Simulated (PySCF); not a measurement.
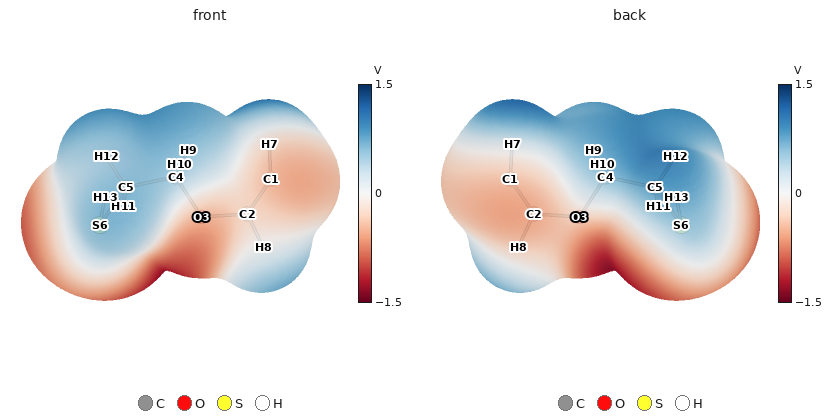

Figure 1: C4H7OS (doublet). The electrostatic potential painted on the density surface at 0.001 e/bohr³, seen from the front and from behind; the colour scale runs from red (negative) to blue (positive).

Geometry: GFN2-xTB.

Theory: UKS B3LYP, pcH-1 on C H O S, non-relativistic, mean-field spin-orbit, GIAO (PySCF).

The calculation's input:

```
{"job": {"kind": "epr", "basis": "pcH-1"}, "charge": 0, "multiplicity": 2}
C      2.591466    -0.416251    -0.424498
C      1.833000    -0.761559     0.565340
O      0.528101    -0.415034     0.828332
C     -0.093010     0.425421    -0.112557
C     -1.538767     0.634798     0.303943
S     -2.545138    -0.879371     0.148591
H      2.643066     0.151713    -1.318687
H      2.178832    -1.417911     1.357216
H      0.421929     1.398685    -0.147137
H     -0.038600    -0.024853    -1.115534
H     -1.585593     0.897680     1.359591
H     -2.000880     1.420748    -0.292546
H     -2.398793    -1.013579    -1.169783
```

Launched as:

```sh
OMP_NUM_THREADS=1 python probes_run.py task.json out
```

Describe the electrostatic potential map.

Answer. The most negative region (about −1.3 V) lies over O3 and S6, the most positive (about +1.1 V) over H7 and H13.
